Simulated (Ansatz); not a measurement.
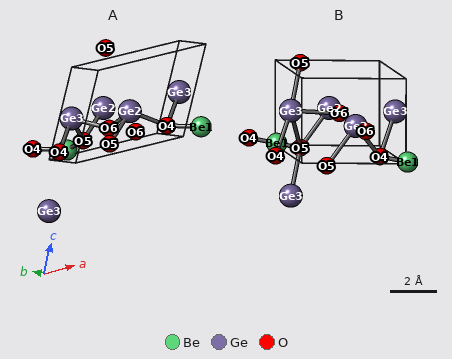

Two geometries of solid BeGe₂O₃ (built on the LaAl2Cu3-65 type type), drawn at one scale. One is the start of a relaxation, the other its converged end. The picture is a ball-and-stick view of the cell of the calculation, seen slightly off an axis.

Theory: DFT, PBEsol, plane waves, PAW (Ansatz 0.2.0). Settings: plane-wave cutoff 420 eV; k-point mesh 4 × 4 × 4; occupations fermi dirac; smearing width 0.05 eV; no spin polarisation; cell and atoms relaxed; force threshold 0.01 eV/Å; at most 120 steps.

> Which geometry has the lower energy?

Structure A is the relaxed one. Case: shaken. Over 51 accepted moves (61 points after the start) the energy falls by 616 meV per atom. The largest force component goes from 5.6 to 0.0071 eV/Å. The pressure goes from 1.95 to 0.00 GPa. The line search rejected the trial steps at points 8, 39, 42, 53 of the run. The SCF was repeated 6 times at an unchanged geometry on a basis and grid sized afresh for the cell, which shifted the energy by 16.7 meV per atom at most. O6 moves most relative to the cell: 1.40 Å along [−2 −2 −3]. By element the largest moves are O 1.40 Å, Be 0.81 Å, Ge 0.64 Å. Cell: a 4.629 → 4.928 Å (+6.5 %), b 4.583 → 4.916 Å (+7.3 %), c 3.832 → 4.374 Å (+14.1 %), α 90.1° → 106.1°, β 90.0° → 62.3°, γ 107.2° → 107.4°. Volume +13.8 %. Among the contacts that change: Be1–O6 3.216 → 1.653 Å, Ge2–O6 2.351 → 3.468 Å, Ge3–O5 2.412 → 3.504 Å, Ge3–O5 (another image) 2.438 → 1.936 Å. New bonds form, among them: Be1–O6 (3.22 → 1.65 Å). Bond angles that change, for instance: O4–Be1–O5 179.0° → 133.7°, Be1–O4–Ge2 104.0° → 139.4°, O4–Ge3–O6 104.3° → 78.0°. The space group stays P1 (No. 1).
